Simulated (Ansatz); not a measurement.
Computed with PBE (plane waves to 420 eV, PAW; Ansatz, a quantum-chemistry and plane-wave program). Each body is periodic along its axis alone, with about 11 Å of vacuum beside it. Hypothetical models, rolled from the flat sheet. Each keeps the symmetry and period of its start, and lower forms weren't sought.

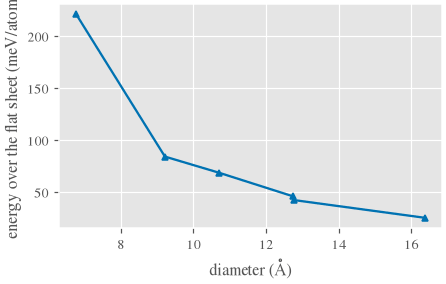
Figure: Energy of blue phosphorus tubes over the flat sheet against their diameter

Question: Does the energy follow C/d² over the wider half of these tubes, and with what C?

Answer: Yes, within 2 meV/atom, with C = 7.2 eV Å²/atom.
